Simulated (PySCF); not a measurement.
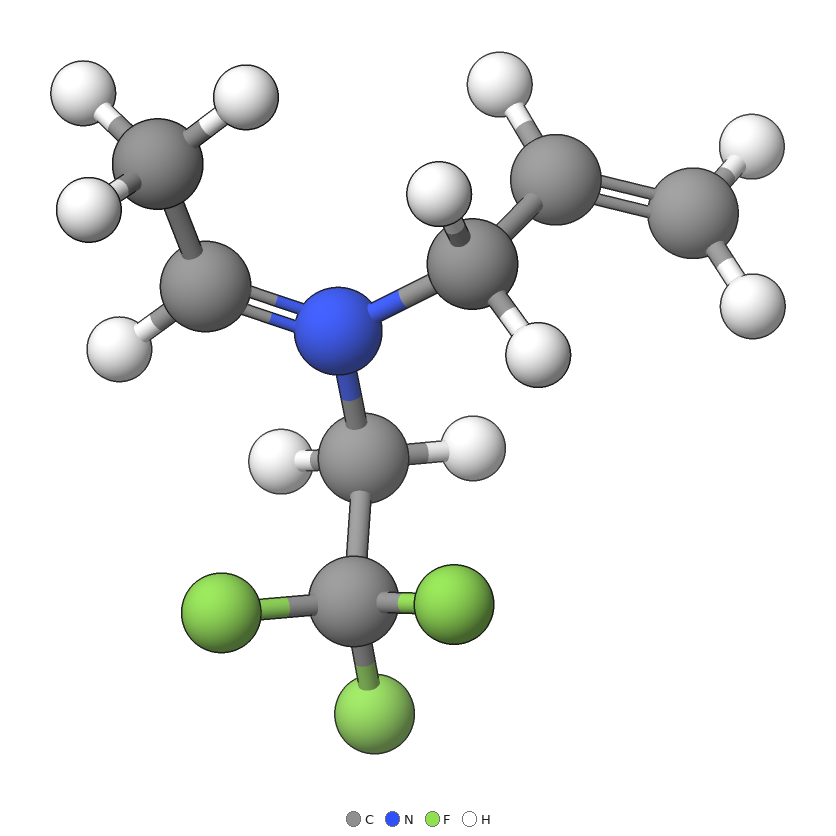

Rendered structure (ball-and-stick style). Multiple sticks mark multiple bonds (one Kekulé form).

The species has charge +1 and is a spin singlet.

What does the picture show?

The species is C₇H₁₁F₃N⁺. Its SMILES string is `C=CC/[N+](=C\C)CC(F)(F)F`. It has no ring. Among its groups: alkene, C–F bond. The point group is C1. Coordination: 3 C trigonal planar; 4 C tetrahedral; 1 N trigonal planar.

More results for the same structure follow; atom numbers are the same in all pictures, views and colours differ. The computed structure is the end point of a PBE0-D3(BJ)/def2-SVP optimisation. No frequency run is at hand to confirm it as a minimum.

### Geometry

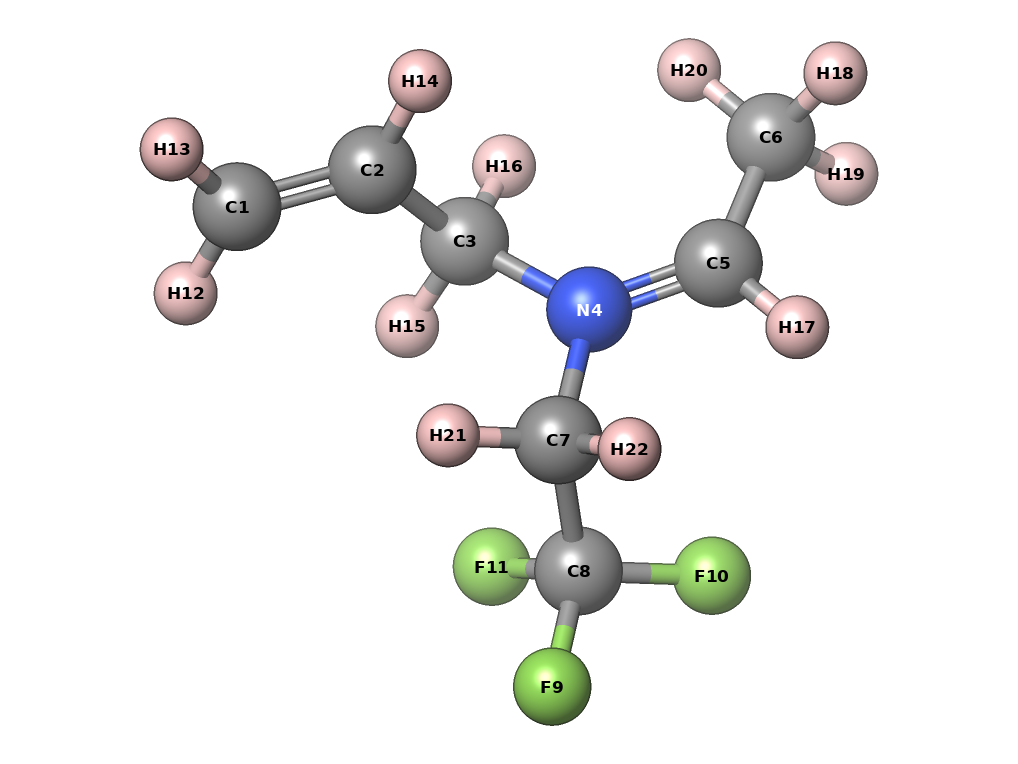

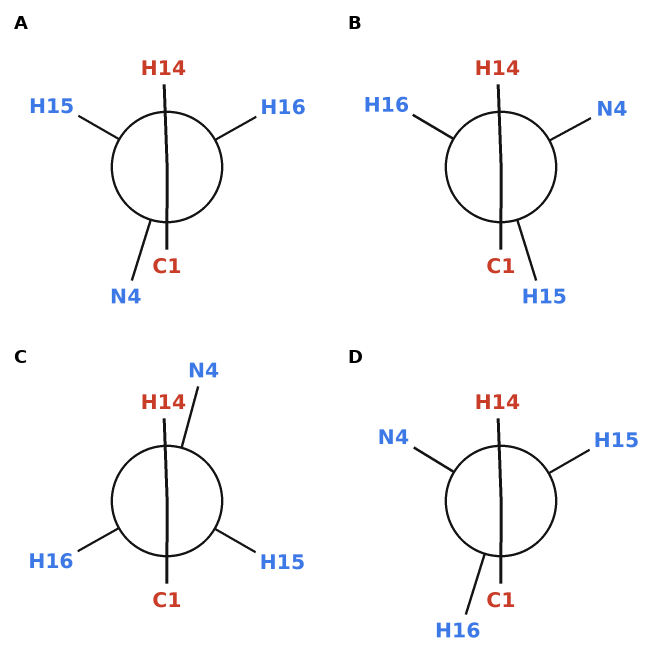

Atoms fade into the background with distance from the viewer. Bonds that would overlap in a projection are set slightly apart. No frequency run is at hand to confirm it as a minimum.

Which Newman projection shows the view along C2–C3, with C2 in front?

Answer. B. The torsion angle C1–C2–C3–N4 is −118°, anticlinal.

### Electronic properties

No frequency run is at hand to confirm it as a minimum. Method: PBE0/pcSseg-1 in chloroform (IEF-PCM) (PySCF 2.14.0).

What does the calculation give?

- HOMO energy (Kohn–Sham orbital): −9.00 eV
- LUMO energy (Kohn–Sham orbital): −3.26 eV
- HOMO–LUMO gap: 5.75 eV

### Charges

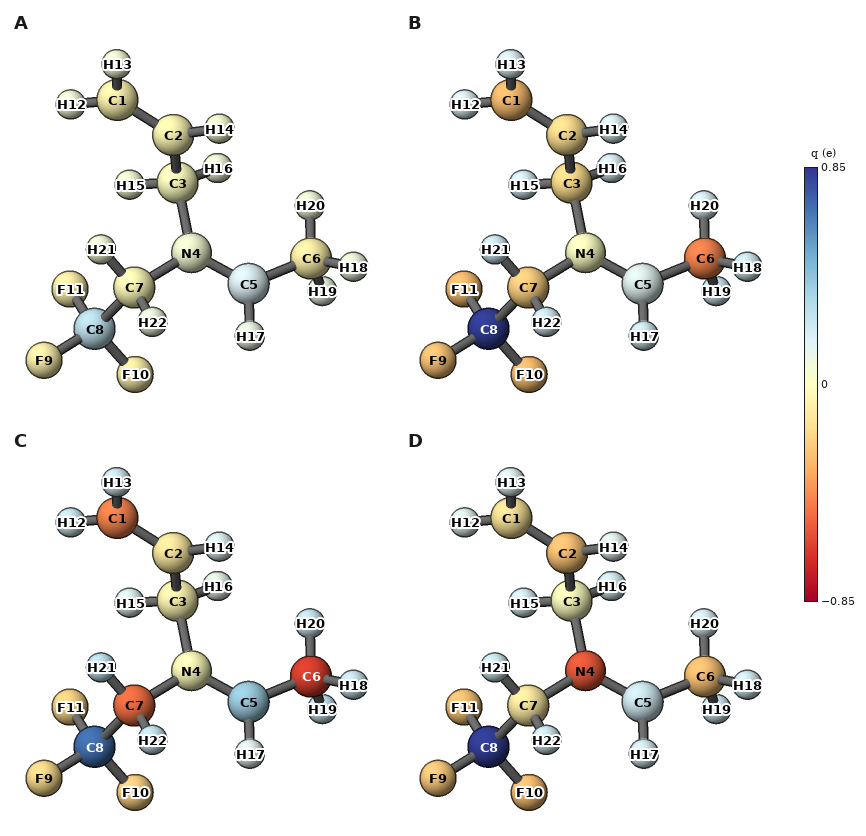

Atomic charges of one calculation by 4 schemes, on one colour scale. No frequency run is at hand to confirm it as a minimum. Method: PBE0/pcSseg-1 in chloroform (IEF-PCM) (PySCF 2.14.0).

The schemes are ESP-fitted, Hirshfeld, IAO, Mulliken. Which panel shows which?

Answer. A Hirshfeld, B IAO, C ESP-fitted, D Mulliken.

List the charges (e), one line for each set of equivalent atoms.

```
atom  Hirshfeld    IAO  ESP-fitted  Mulliken
  C1      −0.06  −0.27       −0.44     −0.13
  C2      −0.04  −0.16       −0.10     −0.26
  C3       0.01  −0.17       −0.04      0.00
  N4       0.06   0.01       −0.01     −0.55
  C5       0.17   0.15        0.38      0.21
  C6      −0.07  −0.44       −0.63     −0.26
  C7      −0.02  −0.22       −0.50     −0.10
  C8       0.27   0.82        0.68      0.82
  F9      −0.06  −0.26       −0.17     −0.24
 F10      −0.08  −0.28       −0.21     −0.26
 F11      −0.07  −0.27       −0.20     −0.26
 H12       0.07   0.16        0.23      0.15
 H13       0.07   0.17        0.22      0.16
 H14       0.06   0.16        0.16      0.14
 H15       0.06   0.18        0.16      0.18
 H16       0.08   0.18        0.12      0.19
 H17       0.11   0.21        0.15      0.20
 H18       0.10   0.21        0.23      0.20
 H19       0.10   0.21        0.23      0.20
 H20       0.08   0.18        0.24      0.18
 H21       0.08   0.21        0.26      0.21
 H22       0.09   0.21        0.24      0.21
```

### NMR shielding

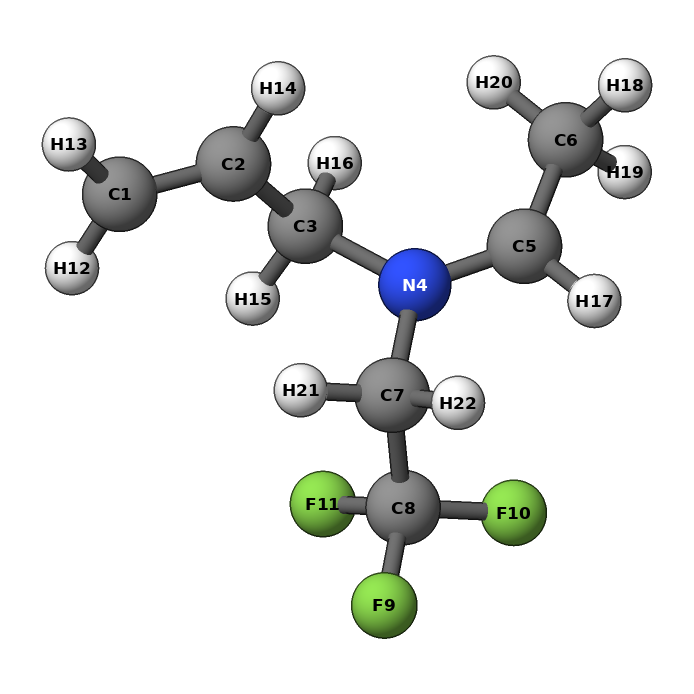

No frequency run is at hand to confirm it as a minimum. Level of theory: GIAO PBE0/pcSseg-1 NMR shielding, non-relativistic, IEF-PCM chloroform (PySCF 2.14.0). Principal shieldings σ11 ≤ σ22 ≤ σ33, span Ω = σ33 − σ11, skew κ = 3(σiso − σ22)/Ω.

Give the shielding tensors of the N atoms.

```
atom     σ11   σ22    σ33  σiso      Ω     κ
  N4  −126.7  29.0  187.8  30.0  314.5  0.01
```

Shieldings and span in ppm.

Mulliken values depend strongly on the basis set and can even reverse the polarity of a bond.
